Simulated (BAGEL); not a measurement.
# C2H3ClF2 (SMILES FCC(F)Cl) at PBE0/cc-pVDZ (density fitting with qzvpp-jkfit)

What is the energy change on altering one bond length of C2H3ClF2 at PBE0/cc-pVDZ (density fitting with qzvpp-jkfit)? 

The calculation is run with BAGEL 1.2.2.

2 further runs of the same task are left out: 2 set aside as unsound or not needed.

## (1) The structure to begin with

C2H3ClF2: 8 atoms, total charge 0, spin state singlet. As SMILES, `FCC(F)Cl`. Geometry: relaxed at PBE0-D4/def2-TZVP. This is one conformer, not always the lowest.

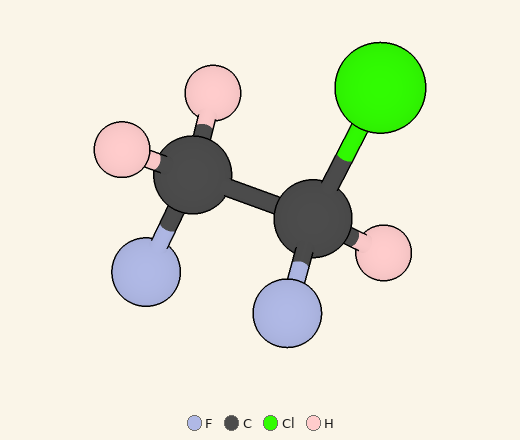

The structure, seen from a chosen angle (fluorine light blue, carbon dark grey, chlorine green, hydrogen pink).

## (2) A single-point energy at PBE0/cc-pVDZ (density fitting with qzvpp-jkfit)

Input file job.json:

```json
{ "bagel": [

{
  "title": "molecule",
  "basis": "cc-pvdz.json",
  "df_basis": "qzvpp-jkfit",
  "angstrom": true,
  "geometry": [
    { "atom": "F", "xyz": [   -0.356100,   -0.815200,    1.579400 ] },
    { "atom": "C", "xyz": [    0.298000,    0.039200,    0.725000 ] },
    { "atom": "C", "xyz": [   -0.320800,   -0.068900,   -0.644800 ] },
    { "atom": "F", "xyz": [   -0.104600,   -1.302200,   -1.162600 ] },
    { "atom": "Cl", "xyz": [    0.420900,    1.153900,   -1.694200 ] },
    { "atom": "H", "xyz": [    0.197500,    1.061200,    1.096600 ] },
    { "atom": "H", "xyz": [    1.353200,   -0.241400,    0.675300 ] },
    { "atom": "H", "xyz": [   -1.395900,    0.116300,   -0.630600 ] }
  ]
},
{
  "title": "ks",
  "xc_func": "pbe0"
},
{
  "title": "print",
  "file": "orbitals.molden",
  "orbitals": true
}

]}
```

The basis set cc-pVDZ is read from a file made from the Basis Set Exchange's data (not shown).

Command:

```console
BAGEL_NUM_THREADS=1 BAGEL job.json > job.out
```

Output:

```text
* using 1 threads per process

  ===============================================================
  ===============================================================

  *** Geometry ***

  { "atom" : "F", "xyz" : [     -0.672931,     -1.540505,      2.984633 ] },
  { "atom" : "C", "xyz" : [      0.563138,      0.074077,      1.370051 ] },
  { "atom" : "C", "xyz" : [     -0.606224,     -0.130202,     -1.218495 ] },
  { "atom" : "F", "xyz" : [     -0.197665,     -2.460801,     -2.196996 ] },
  { "atom" : "Cl", "xyz" : [      0.795386,      2.180555,     -3.201574 ] },
  { "atom" : "H", "xyz" : [      0.373221,      2.005377,      2.072274 ] },
  { "atom" : "H", "xyz" : [      2.557177,     -0.456180,      1.276132 ] },
  { "atom" : "H", "xyz" : [     -2.637869,      0.219775,     -1.191661 ] },

  Number of auxiliary basis functions:      486

  Since a DF basis is specified, we compute 2- and 3-index integrals:
    o Being stored without compression. Storage requirement is 0.031 GB

  Number of basis functions:       89
  Number of electrons      :       50

    * METHOD: MOLECULE                             0.27

  *** Kohn-Sham DFT ***

    * Removing 15867 points whose weight is below 1.00e-10
    * Grid points: 103381

  === Nuclear Repulsion ===
   233.3823098059

       - DIIS with orbital gradients will be used.

  === KS iteration (pbe0 / cc-pvdz.json) ===
      0       -706.74187124          0.10929266           0.47
      1       -661.87738857          0.20060789           0.39
      2       -672.58234783          0.21125468           0.42
      3       -724.62543838          0.07459179           0.40
      4       -719.67699869          0.12904492           0.43
      5       -736.92903764          0.02849314           0.42
      6       -737.11394825          0.02263882           0.41
      7       -737.43236632          0.00737228           0.40
      8       -737.46765544          0.00296721           0.39
      9       -737.47311962          0.00062506           0.40
     10       -737.47334339          0.00025601           0.39
     11       -737.47340631          0.00006025           0.39
     12       -737.47341081          0.00000931           0.40
     13       -737.47341085          0.00000625           0.40
     14       -737.47341088          0.00000133           0.41
     15       -737.47341088          0.00000074           0.43
     16       -737.47341088          0.00000013           0.39
     17       -737.47341088          0.00000006           0.41
     18       -737.47341088          0.00000002           0.40
     19       -737.47341088          0.00000000           0.41
    * SCF iteration converged.

    * Permanent dipole moment:
           (    0.039788,    -0.475439,    -0.249031) a.u.

    * METHOD: KS                                   8.86

    * METHOD: PRINT                                0.02

  ===============================================================
```

Run time: 9.3 s. Hardware: 1 thread of Arm Neoverse V1, shared host; peak memory 0.45 GiB.

## (3) The distorted shape

Input file input.json:

```json
{ "bagel" : [

{
  "title" : "molecule",
  "basis" : "cc-pvdz.json",
  "df_basis" : "qzvpp-jkfit",
  "angstrom" : true,
  "geometry" : [
    { "atom" : "F", "xyz" : [   -0.464196,   -0.198572,    1.838291 ] },
    { "atom" : "C", "xyz" : [    0.189904,    0.655828,    0.983891 ] },
    { "atom" : "C", "xyz" : [   -0.428896,    0.547728,   -0.385909 ] },
    { "atom" : "F", "xyz" : [   -0.104600,   -1.302200,   -1.162600 ] },
    { "atom" : "Cl", "xyz" : [    0.312804,    1.770528,   -1.435309 ] },
    { "atom" : "H", "xyz" : [    0.089404,    1.677828,    1.355491 ] },
    { "atom" : "H", "xyz" : [    1.245104,    0.375228,    0.934191 ] },
    { "atom" : "H", "xyz" : [   -1.503996,    0.732928,   -0.371709 ] }
  ]
},
{
  "title" : "ks",
  "xc_func" : "pbe0"
},
{
  "title" : "print",
  "file" : "orbitals.molden",
  "orbitals" : true
}

]}
```

The basis set cc-pVDZ is read from a file made from the Basis Set Exchange's data (not shown).

Command:

```console
BAGEL_NUM_THREADS=1 BAGEL input.json > input.out
```

Output:

```text
* using 1 threads per process

  ===============================================================
  ===============================================================

  *** Geometry ***

  { "atom" : "F", "xyz" : [     -0.877203,     -0.375247,      3.473867 ] },
  { "atom" : "C", "xyz" : [      0.358867,      1.239335,      1.859285 ] },
  { "atom" : "C", "xyz" : [     -0.810496,      1.035056,     -0.729262 ] },
  { "atom" : "F", "xyz" : [     -0.197665,     -2.460801,     -2.196996 ] },
  { "atom" : "Cl", "xyz" : [      0.591114,      3.345813,     -2.712341 ] },
  { "atom" : "H", "xyz" : [      0.168949,      3.170635,      2.561507 ] },
  { "atom" : "H", "xyz" : [      2.352906,      0.709078,      1.765365 ] },
  { "atom" : "H", "xyz" : [     -2.842141,      1.385033,     -0.702428 ] },

  Number of auxiliary basis functions:      486

  Since a DF basis is specified, we compute 2- and 3-index integrals:
    o Being stored without compression. Storage requirement is 0.031 GB

  Number of basis functions:       89
  Number of electrons      :       50

    * METHOD: MOLECULE                             0.26

  *** Kohn-Sham DFT ***

    * Removing 15005 points whose weight is below 1.00e-10
    * Grid points: 104243

  === Nuclear Repulsion ===
   215.3932256246

       - DIIS with orbital gradients will be used.

  === KS iteration (pbe0 / cc-pvdz.json) ===
      0       -710.74160917          0.09019333           0.43
      1       -674.44114910          0.22394541           0.41
      2       -692.87638570          0.11171832           0.40
      3       -694.08252339          0.15141216           0.39
      4       -725.72031407          0.06262953           0.40
      5       -730.86159988          0.07452847           0.39
      6       -736.86540507          0.02195622           0.40
      7       -736.98427720          0.02237025           0.39
      8       -737.31211598          0.00756593           0.40
      9       -737.32119038          0.00758075           0.40
     10       -737.35916546          0.00332984           0.40
     11       -737.36722856          0.00121908           0.39
     12       -737.36842756          0.00013856           0.40
     13       -737.36843794          0.00005798           0.40
     14       -737.36844108          0.00000907           0.39
     15       -737.36844113          0.00000573           0.37
     16       -737.36844115          0.00000163           0.38
     17       -737.36844116          0.00000072           0.39
     18       -737.36844116          0.00000037           0.39
     19       -737.36844116          0.00000008           0.38
     20       -737.36844116          0.00000003           0.40
     21       -737.36844116          0.00000002           0.39
     22       -737.36844116          0.00000001           0.39
    * SCF iteration converged.

    * Permanent dipole moment:
           (    0.016480,    -1.528887,    -0.561041) a.u.

    * METHOD: KS                                   9.73

    * METHOD: PRINT                                0.02

  ===============================================================
```

Wall time 10 s (1 thread of Arm Neoverse V1, shared host); peak memory 0.45 GiB.

## (4) Outcome

At PBE0/cc-pVDZ (density fitting with qzvpp-jkfit):

```
                                                         quantity          value
                                        first shape: total energy  -737.47341 Eh
                                       first shape: dipole moment         1.37 D
                                         first shape: HOMO energy       -8.95 eV
                                         first shape: LUMO energy        0.71 eV
                                       first shape: HOMO–LUMO gap        9.66 eV
                                    distorted shape: total energy  -737.36844 Eh
                                   distorted shape: dipole moment         4.14 D
                                     distorted shape: HOMO energy       -9.07 eV
                                     distorted shape: LUMO energy       -3.20 eV
                                   distorted shape: HOMO–LUMO gap        5.88 eV
energy change with the C3–F4 bond stretched from 1.355 to 2.032 Å       2.856 eV
```

With the C3–F4 bond stretched from 1.355 to 2.032 Å the energy rises by 2.86 eV (276 kJ/mol). The first shape isn't relaxed at this level, so the change isn't measured from a minimum.
